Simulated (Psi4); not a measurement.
# PBE/6-311+G(d,p) run of AlNH3Cl (SMILES [NH2][AlH][Cl])

Aim: the energy change on altering one bond length of AlNH3Cl at PBE/6-311+G**, from 2 runs. 

The calculation is run with Psi4 1.11.

3 further runs of the same task are left out: 2 that didn't finish, 1 set aside as unsound or not needed.

## Step 1: The system as given

AlNH3Cl: 6 atoms, total charge 0, spin state singlet. SMILES: `[NH2][AlH][Cl]`. The shape is that of a PBE0-D4/def2-TZVP optimisation.

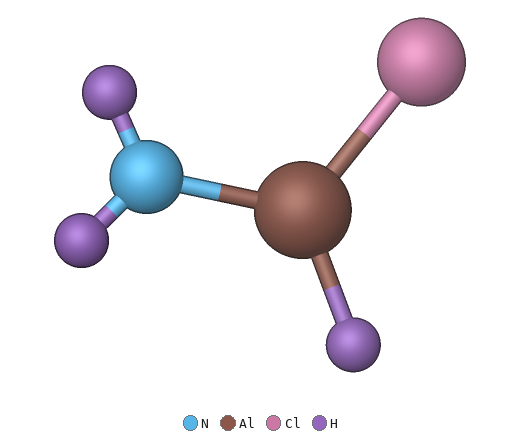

Viewed from a chosen angle; nitrogen blue, aluminium brown, chlorine pink, hydrogen purple.

## Step 2: Energy and gradient at PBE/6-311+G(d,p)

Contents of input.in:

```
memory 1.6 GB

molecule geom {
  0 1
  N
  Al 1 1.755958
  Cl 2 2.098435 1 117.52503
  H 1 1.007114 2 124.3232 3 179.99861
  H 1 1.007038 4 110.66635 2 179.98814
  H 2 1.570356 1 121.85159 5 -179.99417
  units angstrom
  symmetry c1
}

set reference rks
set puream true
set e_convergence 1e-09
set d_convergence 1e-08
set scf_type pk
set dft_radial_points 99
set dft_spherical_points 590

e_tot, wfn = gradient("pbe/6-311+G**", return_wfn=True)
oeprop(wfn, "DIPOLE", "MULLIKEN_CHARGES", "LOWDIN_CHARGES")
```

Launch:

```console
$ psi4 -i input.in -o input.out -n 1
```

input.out:

```text
[...]
  Running in c1 symmetry.
[...]
  Nuclear repulsion =  128.961915444554307
[...]
  Multiplicity = 1
[...]
  Nalpha       = 20
  Nbeta        = 20
[...]
    Number of basis functions: 100
[...]
   @RKS iter   1:  -758.41943983387750   -7.08773e-03   1.11059e-02 ADIIS/DIIS
[...]
   @RKS iter  12:  -758.92641562459346   -5.91172e-12   9.90502e-09 DIIS
[...]
  @RKS Final Energy:  -758.92641562459346
   => Energetics <=
    Nuclear Repulsion Energy =            128.9619154445543074
    One-Electron Energy =               -1305.9739171627822998
    Two-Electron Energy =                 472.6745797405444591
    DFT Exchange-Correlation Energy =     -54.5889936469098842
    Empirical Dispersion Energy =           0.0000000000000000
    VV10 Nonlocal Energy =                  0.0000000000000000
    Total Energy =                       -758.9264156245934601
[...]
  -Total Gradient:
     Atom            X                  Y                   Z
    ------   -----------------  -----------------  -----------------
       1        0.000001825344     0.000428358622     0.002321574583
       2       -0.000003679703    -0.004067887578    -0.008605873297
       3        0.000001170051     0.006161667501    -0.003041060057
       4       -0.000000189401    -0.007265964599     0.005319509648
       5        0.000000132217     0.007107052113     0.005503647915
       6        0.000000750842    -0.002377096765    -0.001514563742
[...]
 Multipole Moments:
 ------------------------------------------------------------------------------------
     Multipole            Electronic (a.u.)      Nuclear  (a.u.)        Total (a.u.)
 ------------------------------------------------------------------------------------
 L = 1.  Multiply by 2.5417464519 to convert [e a0] to [Debye]
 Dipole X            :         -0.0001252           -0.0000443           -0.0001695
 Dipole Y            :         -3.2263500            3.7404627            0.5141126
 Dipole Z            :          3.7729765           -4.5389509           -0.7659743
 Magnitude           :                                                    0.9225120
[...]
  Mulliken Charges: (a.u.)
   Center  Symbol    Alpha    Beta     Spin     Total
       1     N     3.90035  3.90035  0.00000 -0.80071
       2    AL     6.16772  6.16772  0.00000  0.66456
       3    CL     8.63152  8.63152  0.00000 -0.26304
       4     H     0.37117  0.37117  0.00000  0.25766
       5     H     0.36206  0.36206  0.00000  0.27589
       6     H     0.56717  0.56717  0.00000 -0.13435
   Total alpha = 20.00000, Total beta = 20.00000, Total charge =  0.00000
  Lowdin Charges: (a.u.)
   Center  Symbol    Alpha    Beta     Spin     Total
[...]
```

Wall time 14 s (1 thread of Intel Xeon 6975P-C (Granite Rapids), shared host); peak memory 0.78 GiB.

## Step 3: The distorted shape: the energy at PBE/6-311+G(d,p)

Contents of calc.dat:

```
memory 1600 MB

molecule m {
  0 1
  N     -0.98330198     1.08456485    -0.65898340
  Al     1.11183737     0.47097077     1.83999042
  Cl     2.88043205    -3.07736797     1.91935892
  H     -1.93421217     2.71747719    -0.88575054
  H     -1.61118049    -0.74663079    -2.75692144
  H      1.66250357     2.48201731     3.95157039
  units bohr
  symmetry c1
  no_reorient
  no_com
}

set {
  reference            rks
  puream               true
  e_convergence        1e-09
  d_convergence        1e-08
  scf_type             pk
  dft_radial_points    99
  dft_spherical_points 590
}

e, wfn = energy("pbe/6-311+G**", return_wfn=True)
oeprop(wfn, "LOWDIN_CHARGES", "DIPOLE", "MAYER_INDICES")
```

Launch:

```console
$ psi4 -i calc.dat -o calc.out -n 1
```

calc.out:

```text
[...]
  Running in c1 symmetry.
[...]
  Nuclear repulsion =  127.116093234906259
[...]
  Multiplicity = 1
[...]
  Nalpha       = 20
  Nbeta        = 20
[...]
    Number of basis functions: 100
[...]
   @RKS iter   1:  -758.23418355104945    5.23239e-02   1.15864e-02 ADIIS/DIIS
[...]
   @RKS iter  13:  -758.84613122672954   -2.29647e-11   5.08561e-09 DIIS
[...]
    Orbital Energies [Eh]
    ---------------------
    Doubly Occupied:
       1A   -100.671698     2A    -55.380677     3A    -13.994429
       4A     -9.166039     5A     -6.988262     6A     -6.984014
       7A     -6.983241     8A     -3.944520     9A     -2.550661
      10A     -2.546289    11A     -2.543009    12A     -0.738858
      13A     -0.728557    14A     -0.417976    15A     -0.377284
      16A     -0.338031    17A     -0.303376    18A     -0.292318
      19A     -0.277782    20A     -0.234212
[...]
  @RKS Final Energy:  -758.84613122672954
   => Energetics <=
    Nuclear Repulsion Energy =            127.1160932349062591
    One-Electron Energy =               -1302.4032536615166009
    Two-Electron Energy =                 470.8863103921719926
    DFT Exchange-Correlation Energy =     -54.4452811922911266
    Empirical Dispersion Energy =           0.0000000000000000
    VV10 Nonlocal Energy =                  0.0000000000000000
    Total Energy =                       -758.8461312267295398
[...]
 Multipole Moments:
 ------------------------------------------------------------------------------------
     Multipole            Electronic (a.u.)      Nuclear  (a.u.)        Total (a.u.)
 ------------------------------------------------------------------------------------
 L = 1.  Multiply by 2.5417464519 to convert [e a0] to [Debye]
 Dipole X            :        -55.2328416           54.6552277           -0.5776139
 Dipole Y            :         34.7220997          -34.1478178            0.5742819
 Dipole Z            :        -52.6622074           52.2449917           -0.4172157
 Magnitude           :                                                    0.9151538
[...]
```

Wall time 11 s (1 thread of Intel Xeon 6975P-C (Granite Rapids), shared host); peak memory 0.77 GiB.

## Step 4: Summary of results

At PBE/6-311+G**:

| quantity | value |
| --- | --- |
| first shape: total energy | -758.92642 Eh |
| first shape: dipole moment | 2.34 D |
| first shape: HOMO energy | -6.53 eV |
| first shape: LUMO energy | -1.37 eV |
| first shape: HOMO–LUMO gap | 5.17 eV |
| first shape: largest force on an atom | 0.489 eV/Å |
| distorted shape: total energy | -758.84613 Eh |
| distorted shape: dipole moment | 2.33 D |
| distorted shape: HOMO energy | -6.37 eV |
| distorted shape: LUMO energy | -2.73 eV |
| distorted shape: HOMO–LUMO gap | 3.65 eV |
| energy change with the N1–H5 bond stretched from 1.007 to 1.511 Å | 2.185 eV |

**Reading.** With the N1–H5 bond stretched from 1.007 to 1.511 Å the energy rises by 2.18 eV (50 kcal/mol). The first shape isn't relaxed at this level, so the change isn't measured from a minimum. The largest force (first shape) is 0.49 eV/Å: the shape isn't a stationary point for this species at this level.
